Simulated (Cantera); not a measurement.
Input: 1 mol Fe₂O₃, 0.57 mol CH₄, 0.022 mol CO, held at 6.10 bar.

Equilibrium computed with Cantera from the NASA thermochemical tables; the gas is ideal and each condensed phase is pure. Candidate condensed phases: C, C₆H₆, C₇H₈, C₈H₁₈, Fe, Fe(CO)₅, FeO, Fe(OH)₂, Fe(OH)₃, Fe₂O₃, Fe₃O₄, H₂O; 114 gas species. Mutual solubility and eutectic melting of coexisting phases are not modelled. The tables' stoichiometric FeO is somewhat more stable than real wüstite, so its field is too wide. FeO: taken at fixed stoichiometry. Equilibrium is a limit: real reactors are often held back by kinetics, nucleation or transport.

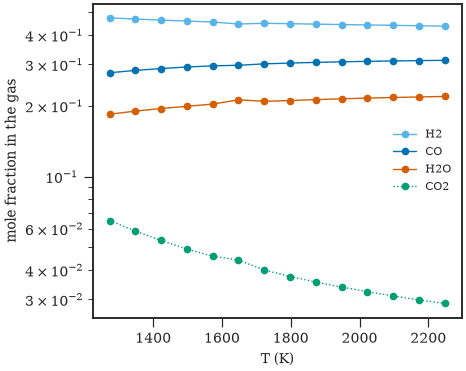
Equilibrium gas composition (values under 1e-9 drawn at 1e-9)

Problem. Read off the mole fractions at 1573 K.

Solution. H₂ about 0.45, CO about 0.30, H₂O about 0.20, CO₂ about 0.046.
